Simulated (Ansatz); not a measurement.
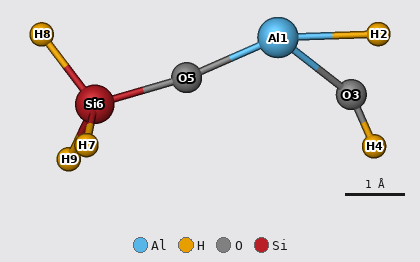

**Figure 1.** The starting structure (ball-and-stick view, seen at a tilt; atoms are numbered from 1 in the order of the input). Sticks mark near contacts. Bond lengths as drawn: Al–H 1.72 Å, Al–O 1.71 to 1.83 Å, H–O 0.97 Å, H–Si 1.50 Å and O–Si 1.65 Å.

# Molecular dynamics of AlSiH5O2 (part 1 of 4)

System: AlSiH5O2.
Method: RKS PBE0-D4/def2-SVP (Ansatz 0.2.0).

It belongs to a series of runs on one base structure; here: dynamics from the highest image of the converged band. Figures and captions count atoms from 1; the log counts them from 0 in places.

Input
```yaml
crystal:
  periodic: [false, false, false]
  atoms:
    - { symbol: Al, position_ang: [-0.079432, 0.026361, 0.785872] }
    - { symbol: H, position_ang: [1.506715, 0.291093, 1.39397] }
    - { symbol: O, position_ang: [1.609175, -0.076896, 0.100969] }
    - { symbol: H, position_ang: [2.271308, -0.643981, -0.332635] }
    - { symbol: O, position_ang: [-1.32809, -0.697688, -0.123022] }
    - { symbol: Si, position_ang: [-2.682334, -1.306271, -0.839023] }
    - { symbol: H, position_ang: [-2.96952, -2.680664, -0.324445] }
    - { symbol: H, position_ang: [-3.866776, -0.43823, -0.555383] }
    - { symbol: H, position_ang: [-2.498849, -1.385925, -2.320701] }
basis:
  gaussian: { orbitals: def2-SVP }
hamiltonian:
  xc: pbe0
  dispersion: d4
md:
  timestep: 0.5
  n_steps: 200
  ensemble: nve
  temperature: 300.0
  initial_velocities: maxwell_boltzmann
  seed: 4727
```

Launched with:
```bash
ansatz run input.yaml --threads 2 --pin off --max-ram 3072MiB --backend cpu --events-out ev --progress --plain --runs-dir out
```

Log
```
Engine: ansatz 0.2.0, aarch64-unknown-linux-gnu
Functional definition: PBE0
  parameter a = 0.25
  parameter kappa = 0.804
  parameter beta = 0.06672455060314922
  exchange = (1 - a)*pbe_x(kappa = kappa, mu = beta*pi^2/3) + a*exact_x
  correlation = pbe_c(beta = beta)
894 factors; integrals over basis functions are off by at most 3.0e-4 eV
mean field evaluation 1: about -18623.4281 eV, gradient 6.9e1 eV
mean field evaluation 2: about -18596.0500 eV, gradient 1.3e2 eV
mean field evaluation 4: about -18631.8491 eV, gradient 9.5e0 eV
mean field evaluation 8: about -18632.0243 eV, gradient 2.1e-1 eV
mean field evaluation 16: about -18632.0244 eV, gradient 1.8e-5 eV
mean field -18632.02438463 eV, -684.7142668954 hartree, gradient 1.8e-5 eV, S^2 0.000000; 0 other end points of the search recorded, 0 dependent functions left out
the calculation of the forces begins
reference -18632.02441744 eV, -684.7142681013 hartree; 24, 24 occupied and 65, 65 virtual orbitals, 894 factors
md step     0: t =     0.00 fs  T =   300.0 K  F+E_penalty+E_count = -18632.15395614 eV  E_kin = 0.271446 eV  conserved = -18631.88251014 eV  (25 SCF iters)
these checks for a lower state are left out or cut short: starts, cluster_reference, orbital_swaps, neighbouring_geometries, increment
894 factors; integrals over basis functions are off by at most 2.9e-4 eV
mean field -18632.01842747 eV, -684.7140479738 hartree, gradient 1.1e-5 eV, S^2 0.000000; 0 other end points of the search recorded, 0 dependent functions left out
the calculation of the forces begins
reference -18632.01846030 eV, -684.7140491805 hartree; 24, 24 occupied and 65, 65 virtual orbitals, 894 factors
md step     1: t =     0.50 fs  T =   293.4 K  F+E_penalty+E_count = -18632.14779657 eV  E_kin = 0.265437 eV  conserved = -18631.88235933 eV  (25 SCF iters)
[... from here on the SCF iterations and repeated set-up lines of each step are left out, up to the last step ...]
md step     2: t =     1.00 fs  T =   275.5 K  F+E_penalty+E_count = -18632.13136252 eV  E_kin = 0.249302 eV  conserved = -18631.88206010 eV  (25 SCF iters)
md step     3: t =     1.50 fs  T =   251.4 K  F+E_penalty+E_count = -18632.10921985 eV  E_kin = 0.227497 eV  conserved = -18631.88172324 eV  (25 SCF iters)
md step     4: t =     2.00 fs  T =   226.8 K  F+E_penalty+E_count = -18632.08661752 eV  E_kin = 0.205179 eV  conserved = -18631.88143829 eV  (25 SCF iters)
md step     5: t =     2.50 fs  T =   206.4 K  F+E_penalty+E_count = -18632.06805043 eV  E_kin = 0.186791 eV  conserved = -18631.88125935 eV  (25 SCF iters)
md step     6: t =     3.00 fs  T =   193.6 K  F+E_penalty+E_count = -18632.05635482 eV  E_kin = 0.175147 eV  conserved = -18631.88120827 eV  (25 SCF iters)
md step     7: t =     3.50 fs  T =   189.1 K  F+E_penalty+E_count = -18632.05235290 eV  E_kin = 0.171079 eV  conserved = -18631.88127349 eV  (25 SCF iters)
md step     8: t =     4.00 fs  T =   191.9 K  F+E_penalty+E_count = -18632.05505146 eV  E_kin = 0.173643 eV  conserved = -18631.88140890 eV  (26 SCF iters)
md step     9: t =     4.50 fs  T =   199.9 K  F+E_penalty+E_count = -18632.06241187 eV  E_kin = 0.180878 eV  conserved = -18631.88153404 eV  (25 SCF iters)
md step    10: t =     5.00 fs  T =   211.2 K  F+E_penalty+E_count = -18632.07263631 eV  E_kin = 0.191081 eV  conserved = -18631.88155487 eV  (25 SCF iters)
md step    11: t =     5.50 fs  T =   225.7 K  F+E_penalty+E_count = -18632.08560628 eV  E_kin = 0.204192 eV  conserved = -18631.88141426 eV  (25 SCF iters)
md step    12: t =     6.00 fs  T =   245.9 K  F+E_penalty+E_count = -18632.10368180 eV  E_kin = 0.222527 eV  conserved = -18631.88115488 eV  (25 SCF iters)
md step    13: t =     6.50 fs  T =   276.3 K  F+E_penalty+E_count = -18632.13097044 eV  E_kin = 0.250041 eV  conserved = -18631.88092940 eV  (25 SCF iters)
md step    14: t =     7.00 fs  T =   320.6 K  F+E_penalty+E_count = -18632.17100653 eV  E_kin = 0.290099 eV  conserved = -18631.88090766 eV  (24 SCF iters)
md step    15: t =     7.50 fs  T =   379.2 K  F+E_penalty+E_count = -18632.22427510 eV  E_kin = 0.343146 eV  conserved = -18631.88112900 eV  (25 SCF iters)
md step    16: t =     8.00 fs  T =   448.9 K  F+E_penalty+E_count = -18632.28766419 eV  E_kin = 0.406207 eV  conserved = -18631.88145735 eV  (26 SCF iters)
md step    17: t =     8.50 fs  T =   524.8 K  F+E_penalty+E_count = -18632.35649819 eV  E_kin = 0.474809 eV  conserved = -18631.88168907 eV  (26 SCF iters, 3 dispersion substeps)
md step    18: t =     9.00 fs  T =   603.4 K  F+E_penalty+E_count = -18632.42762668 eV  E_kin = 0.545931 eV  conserved = -18631.88169576 eV  (26 SCF iters, 3 dispersion substeps)
md step    19: t =     9.50 fs  T =   685.2 K  F+E_penalty+E_count = -18632.50142745 eV  E_kin = 0.619944 eV  conserved = -18631.88148362 eV  (25 SCF iters, 3 dispersion substeps)
md step    20: t =    10.00 fs  T =   774.3 K  F+E_penalty+E_count = -18632.58177077 eV  E_kin = 0.700610 eV  conserved = -18631.88116045 eV  (24 SCF iters, 3 dispersion substeps)
md step    21: t =    10.50 fs  T =   877.0 K  F+E_penalty+E_count = -18632.67438994 eV  E_kin = 0.793521 eV  conserved = -18631.88086936 eV  (25 SCF iters, 3 dispersion substeps)
md step    22: t =    11.00 fs  T =   999.0 K  F+E_penalty+E_count = -18632.78463159 eV  E_kin = 0.903891 eV  conserved = -18631.88074023 eV  (24 SCF iters, 3 dispersion substeps)
md step    23: t =    11.50 fs  T =  1143.3 K  F+E_penalty+E_count = -18632.91538027 eV  E_kin = 1.034521 eV  conserved = -18631.88085929 eV  (24 SCF iters, 3 dispersion substeps)
md step    24: t =    12.00 fs  T =  1309.0 K  F+E_penalty+E_count = -18633.06567451 eV  E_kin = 1.184425 eV  conserved = -18631.88124907 eV  (24 SCF iters, 3 dispersion substeps)
md step    25: t =    12.50 fs  T =  1490.4 K  F+E_penalty+E_count = -18633.23036386 eV  E_kin = 1.348514 eV  conserved = -18631.88185035 eV  (24 SCF iters, 3 dispersion substeps)
md step    26: t =    13.00 fs  T =  1678.3 K  F+E_penalty+E_count = -18633.40106260 eV  E_kin = 1.518544 eV  conserved = -18631.88251901 eV  (24 SCF iters, 3 dispersion substeps)
md step    27: t =    13.50 fs  T =  1862.6 K  F+E_penalty+E_count = -18633.56839460 eV  E_kin = 1.685332 eV  conserved = -18631.88306214 eV  (24 SCF iters, 3 dispersion substeps)
md step    28: t =    14.00 fs  T =  2035.3 K  F+E_penalty+E_count = -18633.72493786 eV  E_kin = 1.841616 eV  conserved = -18631.88332154 eV  (24 SCF iters, 3 dispersion substeps)
md step    29: t =    14.50 fs  T =  2192.9 K  F+E_penalty+E_count = -18633.86750847 eV  E_kin = 1.984213 eV  conserved = -18631.88329577 eV  (24 SCF iters, 3 dispersion substeps)
md step    30: t =    15.00 fs  T =  2336.2 K  F+E_penalty+E_count = -18633.99705509 eV  E_kin = 2.113872 eV  conserved = -18631.88318308 eV  (24 SCF iters, 3 dispersion substeps)
md step    31: t =    15.50 fs  T =  2467.3 K  F+E_penalty+E_count = -18634.11567111 eV  E_kin = 2.232427 eV  conserved = -18631.88324411 eV  (24 SCF iters, 3 dispersion substeps)
md step    32: t =    16.00 fs  T =  2585.3 K  F+E_penalty+E_count = -18634.22281849 eV  E_kin = 2.339255 eV  conserved = -18631.88356348 eV  (24 SCF iters, 3 dispersion substeps)
md step    33: t =    16.50 fs  T =  2685.8 K  F+E_penalty+E_count = -18634.31413825 eV  E_kin = 2.430170 eV  conserved = -18631.88396871 eV  (24 SCF iters, 3 dispersion substeps)
md step    34: t =    17.00 fs  T =  2762.7 K  F+E_penalty+E_count = -18634.38396220 eV  E_kin = 2.499758 eV  conserved = -18631.88420371 eV  (24 SCF iters, 3 dispersion substeps)
md step    35: t =    17.50 fs  T =  2812.7 K  F+E_penalty+E_count = -18634.42910125 eV  E_kin = 2.544960 eV  conserved = -18631.88414106 eV  (24 SCF iters, 3 dispersion substeps)
md step    36: t =    18.00 fs  T =  2837.0 K  F+E_penalty+E_count = -18634.45082076 eV  E_kin = 2.566985 eV  conserved = -18631.88383595 eV  (24 SCF iters, 3 dispersion substeps)
md step    37: t =    18.50 fs  T =  2841.1 K  F+E_penalty+E_count = -18634.45410134 eV  E_kin = 2.570662 eV  conserved = -18631.88343944 eV  (24 SCF iters, 3 dispersion substeps)
md step    38: t =    19.00 fs  T =  2831.8 K  F+E_penalty+E_count = -18634.44534642 eV  E_kin = 2.562245 eV  conserved = -18631.88310122 eV  (24 SCF iters, 3 dispersion substeps)
md step    39: t =    19.50 fs  T =  2815.0 K  F+E_penalty+E_count = -18634.43001906 eV  E_kin = 2.547101 eV  conserved = -18631.88291827 eV  (23 SCF iters, 3 dispersion substeps)
md step    40: t =    20.00 fs  T =  2794.1 K  F+E_penalty+E_count = -18634.41104846 eV  E_kin = 2.528122 eV  conserved = -18631.88292667 eV  (24 SCF iters, 3 dispersion substeps)
md step    41: t =    20.50 fs  T =  2768.7 K  F+E_penalty+E_count = -18634.38823437 eV  E_kin = 2.505134 eV  conserved = -18631.88310040 eV  (24 SCF iters, 3 dispersion substeps)
md step    42: t =    21.00 fs  T =  2735.7 K  F+E_penalty+E_count = -18634.35867693 eV  E_kin = 2.475323 eV  conserved = -18631.88335380 eV  (24 SCF iters, 3 dispersion substeps)
md step    43: t =    21.50 fs  T =  2690.8 K  F+E_penalty+E_count = -18634.31819909 eV  E_kin = 2.434652 eV  conserved = -18631.88354694 eV  (24 SCF iters, 3 dispersion substeps)
md step    44: t =    22.00 fs  T =  2630.4 K  F+E_penalty+E_count = -18634.26357099 eV  E_kin = 2.380039 eV  conserved = -18631.88353177 eV  (24 SCF iters, 3 dispersion substeps)
md step    45: t =    22.50 fs  T =  2554.7 K  F+E_penalty+E_count = -18634.19478896 eV  E_kin = 2.311549 eV  conserved = -18631.88323971 eV  (23 SCF iters, 3 dispersion substeps)
md step    46: t =    23.00 fs  T =  2468.2 K  F+E_penalty+E_count = -18634.11603492 eV  E_kin = 2.233259 eV  conserved = -18631.88277591 eV  (24 SCF iters, 3 dispersion substeps)
md step    47: t =    23.50 fs  T =  2378.0 K  F+E_penalty+E_count = -18634.03405267 eV  E_kin = 2.151661 eV  conserved = -18631.88239216 eV  (24 SCF iters, 3 dispersion substeps)
md step    48: t =    24.00 fs  T =  2290.1 K  F+E_penalty+E_count = -18633.95445339 eV  E_kin = 2.072159 eV  conserved = -18631.88229404 eV  (24 SCF iters, 3 dispersion substeps)
md step    49: t =    24.50 fs  T =  2206.3 K  F+E_penalty+E_count = -18633.87873529 eV  E_kin = 1.996281 eV  conserved = -18631.88245394 eV  (24 SCF iters, 3 dispersion substeps)
md step    50: t =    25.00 fs  T =  2124.2 K  F+E_penalty+E_count = -18633.80465701 eV  E_kin = 1.922012 eV  conserved = -18631.88264536 eV  (24 SCF iters, 3 dispersion substeps)
md step    51: t =    25.50 fs  T =  2041.1 K  F+E_penalty+E_count = -18633.72948182 eV  E_kin = 1.846822 eV  conserved = -18631.88266009 eV  (23 SCF iters, 3 dispersion substeps)
md step    52: t =    26.00 fs  T =  1956.8 K  F+E_penalty+E_count = -18633.65304713 eV  E_kin = 1.770586 eV  conserved = -18631.88246090 eV  (24 SCF iters, 3 dispersion substeps)
md step    53: t =    26.50 fs  T =  1874.7 K  F+E_penalty+E_count = -18633.57839144 eV  E_kin = 1.696231 eV  conserved = -18631.88216073 eV  (24 SCF iters, 3 dispersion substeps)
md step    54: t =    27.00 fs  T =  1799.5 K  F+E_penalty+E_count = -18633.51011898 eV  E_kin = 1.628205 eV  conserved = -18631.88191376 eV  (24 SCF iters, 3 dispersion substeps)
md step    55: t =    27.50 fs  T =  1735.4 K  F+E_penalty+E_count = -18633.45204576 eV  E_kin = 1.570214 eV  conserved = -18631.88183147 eV  (24 SCF iters, 3 dispersion substeps)
md step    56: t =    28.00 fs  T =  1683.7 K  F+E_penalty+E_count = -18633.40542643 eV  E_kin = 1.523473 eV  conserved = -18631.88195333 eV  (24 SCF iters, 3 dispersion substeps)
md step    57: t =    28.50 fs  T =  1642.3 K  F+E_penalty+E_count = -18633.36827347 eV  E_kin = 1.486020 eV  conserved = -18631.88225387 eV  (24 SCF iters, 3 dispersion substeps)
md step    58: t =    29.00 fs  T =  1605.9 K  F+E_penalty+E_count = -18633.33573949 eV  E_kin = 1.453080 eV  conserved = -18631.88265903 eV  (24 SCF iters, 3 dispersion substeps)
md step    59: t =    29.50 fs  T =  1567.5 K  F+E_penalty+E_count = -18633.30132478 eV  E_kin = 1.418264 eV  conserved = -18631.88306125 eV  (24 SCF iters, 3 dispersion substeps)
md step    60: t =    30.00 fs  T =  1519.9 K  F+E_penalty+E_count = -18633.25857098 eV  E_kin = 1.375233 eV  conserved = -18631.88333813 eV  (24 SCF iters, 3 dispersion substeps)
md step    61: t =    30.50 fs  T =  1458.3 K  F+E_penalty+E_count = -18633.20290102 eV  E_kin = 1.319516 eV  conserved = -18631.88338488 eV  (26 SCF iters, 3 dispersion substeps)
md step    62: t =    31.00 fs  T =  1381.5 K  F+E_penalty+E_count = -18633.13319890 eV  E_kin = 1.250028 eV  conserved = -18631.88317116 eV  (24 SCF iters, 3 dispersion substeps)
md step    63: t =    31.50 fs  T =  1292.5 K  F+E_penalty+E_count = -18633.05229514 eV  E_kin = 1.169497 eV  conserved = -18631.88279773 eV  (24 SCF iters, 3 dispersion substeps)
md step    64: t =    32.00 fs  T =  1197.0 K  F+E_penalty+E_count = -18632.96550633 eV  E_kin = 1.083040 eV  conserved = -18631.88246587 eV  (24 SCF iters, 3 dispersion substeps)
md step    65: t =    32.50 fs  T =  1100.1 K  F+E_penalty+E_count = -18632.87769340 eV  E_kin = 0.995359 eV  conserved = -18631.88233398 eV  (24 SCF iters, 3 dispersion substeps)
md step    66: t =    33.00 fs  T =  1004.2 K  F+E_penalty+E_count = -18632.79095330 eV  E_kin = 0.908579 eV  conserved = -18631.88237401 eV  (25 SCF iters, 3 dispersion substeps)
md step    67: t =    33.50 fs  T =   909.1 K  F+E_penalty+E_count = -18632.70497544 eV  E_kin = 0.822582 eV  conserved = -18631.88239323 eV  (30 SCF iters, 3 dispersion substeps)
md step    68: t =    34.00 fs  T =   815.2 K  F+E_penalty+E_count = -18632.61981022 eV  E_kin = 0.737615 eV  conserved = -18631.88219482 eV  (29 SCF iters, 3 dispersion substeps)
md step    69: t =    34.50 fs  T =   726.2 K  F+E_penalty+E_count = -18632.53876217 eV  E_kin = 0.657045 eV  conserved = -18631.88171668 eV  (30 SCF iters, 3 dispersion substeps)
md step    70: t =    35.00 fs  T =   650.2 K  F+E_penalty+E_count = -18632.46933084 eV  E_kin = 0.588275 eV  conserved = -18631.88105604 eV  (30 SCF iters, 3 dispersion substeps)
md step    71: t =    35.50 fs  T =   598.3 K  F+E_penalty+E_count = -18632.42177018 eV  E_kin = 0.541366 eV  conserved = -18631.88040427 eV  (30 SCF iters, 3 dispersion substeps)
md step    72: t =    36.00 fs  T =   581.5 K  F+E_penalty+E_count = -18632.40615789 eV  E_kin = 0.526190 eV  conserved = -18631.87996814 eV  (30 SCF iters, 3 dispersion substeps)
md step    73: t =    36.50 fs  T =   607.1 K  F+E_penalty+E_count = -18632.42920376 eV  E_kin = 0.549298 eV  conserved = -18631.87990610 eV  (30 SCF iters, 3 dispersion substeps)
md step    74: t =    37.00 fs  T =   675.9 K  F+E_penalty+E_count = -18632.49183918 eV  E_kin = 0.611561 eV  conserved = -18631.88027829 eV  (30 SCF iters, 3 dispersion substeps)
md step    75: t =    37.50 fs  T =   781.7 K  F+E_penalty+E_count = -18632.58832487 eV  E_kin = 0.707297 eV  conserved = -18631.88102800 eV  (30 SCF iters, 3 dispersion substeps)
md step    76: t =    38.00 fs  T =   912.0 K  F+E_penalty+E_count = -18632.70718342 eV  E_kin = 0.825195 eV  conserved = -18631.88198834 eV  (30 SCF iters, 3 dispersion substeps)
md step    77: t =    38.50 fs  T =  1050.9 K  F+E_penalty+E_count = -18632.83380853 eV  E_kin = 0.950884 eV  conserved = -18631.88292425 eV  (28 SCF iters, 3 dispersion substeps)
md step    78: t =    39.00 fs  T =  1183.1 K  F+E_penalty+E_count = -18632.95410882 eV  E_kin = 1.070514 eV  conserved = -18631.88359481 eV  (29 SCF iters, 3 dispersion substeps)
md step    79: t =    39.50 fs  T =  1297.8 K  F+E_penalty+E_count = -18633.05814679 eV  E_kin = 1.174301 eV  conserved = -18631.88384579 eV  (28 SCF iters, 3 dispersion substeps)
md step    80: t =    40.00 fs  T =  1391.1 K  F+E_penalty+E_count = -18633.14240207 eV  E_kin = 1.258712 eV  conserved = -18631.88368994 eV  (26 SCF iters, 3 dispersion substeps)
md step    81: t =    40.50 fs  T =  1465.6 K  F+E_penalty+E_count = -18633.20945633 eV  E_kin = 1.326129 eV  conserved = -18631.88332691 eV  (28 SCF iters, 3 dispersion substeps)
md step    82: t =    41.00 fs  T =  1527.3 K  F+E_penalty+E_count = -18633.26493988 eV  E_kin = 1.381911 eV  conserved = -18631.88302920 eV  (28 SCF iters, 3 dispersion substeps)
md step    83: t =    41.50 fs  T =  1581.0 K  F+E_penalty+E_count = -18633.31345968 eV  E_kin = 1.430502 eV  conserved = -18631.88295809 eV  (29 SCF iters, 3 dispersion substeps)
md step    84: t =    42.00 fs  T =  1628.1 K  F+E_penalty+E_count = -18633.35621313 eV  E_kin = 1.473144 eV  conserved = -18631.88306902 eV  (29 SCF iters, 3 dispersion substeps)
md step    85: t =    42.50 fs  T =  1667.1 K  F+E_penalty+E_count = -18633.39164560 eV  E_kin = 1.508449 eV  conserved = -18631.88319626 eV  (28 SCF iters, 3 dispersion substeps)
md step    86: t =    43.00 fs  T =  1696.1 K  F+E_penalty+E_count = -18633.41790157 eV  E_kin = 1.534693 eV  conserved = -18631.88320848 eV  (29 SCF iters, 3 dispersion substeps)
md step    87: t =    43.50 fs  T =  1714.8 K  F+E_penalty+E_count = -18633.43468816 eV  E_kin = 1.551610 eV  conserved = -18631.88307840 eV  (29 SCF iters, 3 dispersion substeps)
md step    88: t =    44.00 fs  T =  1724.8 K  F+E_penalty+E_count = -18633.44350601 eV  E_kin = 1.560655 eV  conserved = -18631.88285088 eV  (30 SCF iters, 3 dispersion substeps)
md step    89: t =    44.50 fs  T =  1729.1 K  F+E_penalty+E_count = -18633.44709708 eV  E_kin = 1.564506 eV  conserved = -18631.88259102 eV  (29 SCF iters, 3 dispersion substeps)
md step    90: t =    45.00 fs  T =  1731.3 K  F+E_penalty+E_count = -18633.44886789 eV  E_kin = 1.566503 eV  conserved = -18631.88236454 eV  (30 SCF iters, 3 dispersion substeps)
md step    91: t =    45.50 fs  T =  1735.0 K  F+E_penalty+E_count = -18633.45208645 eV  E_kin = 1.569865 eV  conserved = -18631.88222192 eV  (30 SCF iters, 3 dispersion substeps)
md step    92: t =    46.00 fs  T =  1742.6 K  F+E_penalty+E_count = -18633.45896693 eV  E_kin = 1.576778 eV  conserved = -18631.88218912 eV  (30 SCF iters, 3 dispersion substeps)
md step    93: t =    46.50 fs  T =  1754.9 K  F+E_penalty+E_count = -18633.47008994 eV  E_kin = 1.587840 eV  conserved = -18631.88225035 eV  (29 SCF iters, 3 dispersion substeps)
md step    94: t =    47.00 fs  T =  1770.7 K  F+E_penalty+E_count = -18633.48454284 eV  E_kin = 1.602194 eV  conserved = -18631.88234929 eV  (29 SCF iters, 3 dispersion substeps)
md step    95: t =    47.50 fs  T =  1788.7 K  F+E_penalty+E_count = -18633.50083298 eV  E_kin = 1.618441 eV  conserved = -18631.88239231 eV  (28 SCF iters, 3 dispersion substeps)
md step    96: t =    48.00 fs  T =  1808.2 K  F+E_penalty+E_count = -18633.51837470 eV  E_kin = 1.636090 eV  conserved = -18631.88228465 eV  (28 SCF iters, 3 dispersion substeps)
md step    97: t =    48.50 fs  T =  1831.2 K  F+E_penalty+E_count = -18633.53891289 eV  E_kin = 1.656912 eV  conserved = -18631.88200133 eV  (28 SCF iters, 3 dispersion substeps)
md step    98: t =    49.00 fs  T =  1862.4 K  F+E_penalty+E_count = -18633.56680447 eV  E_kin = 1.685151 eV  conserved = -18631.88165303 eV  (28 SCF iters, 3 dispersion substeps)
md step    99: t =    49.50 fs  T =  1907.4 K  F+E_penalty+E_count = -18633.60727713 eV  E_kin = 1.725821 eV  conserved = -18631.88145589 eV  (26 SCF iters, 3 dispersion substeps)
md step   100: t =    50.00 fs  T =  1969.0 K  F+E_penalty+E_count = -18633.66321029 eV  E_kin = 1.781631 eV  conserved = -18631.88157910 eV  (27 SCF iters, 3 dispersion substeps)
md step   101: t =    50.50 fs  T =  2045.4 K  F+E_penalty+E_count = -18633.73268893 eV  E_kin = 1.850696 eV  conserved = -18631.88199334 eV  (27 SCF iters, 3 dispersion substeps)
md step   102: t =    51.00 fs  T =  2129.7 K  F+E_penalty+E_count = -18633.80944409 eV  E_kin = 1.926950 eV  conserved = -18631.88249392 eV  (27 SCF iters, 3 dispersion substeps)
```
